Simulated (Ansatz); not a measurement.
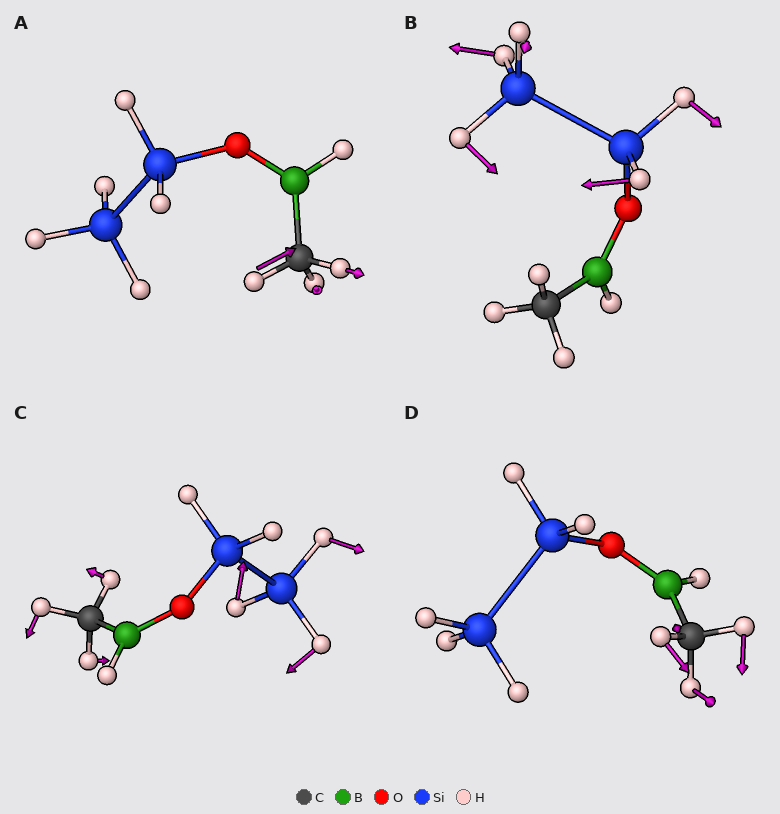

4 normal modes of one molecule or complex, as arrows. Harmonic vibrations computed with RKS PBE0-D4/def2-TZVP (Ansatz 0.2.0) at a stationary point of the same level.

Match the panels to the wavenumbers 86 cm⁻¹, 351 cm⁻¹, 1312 cm⁻¹, 3123 cm⁻¹.

Answer. A: 3123 cm⁻¹, out-of-phase stretching of 2 C–H bonds
B: 351 cm⁻¹, H–Si–Si bending
C: 86 cm⁻¹, a torsion or out-of-plane motion in which bond lengths and bond angles hardly change
D: 1312 cm⁻¹
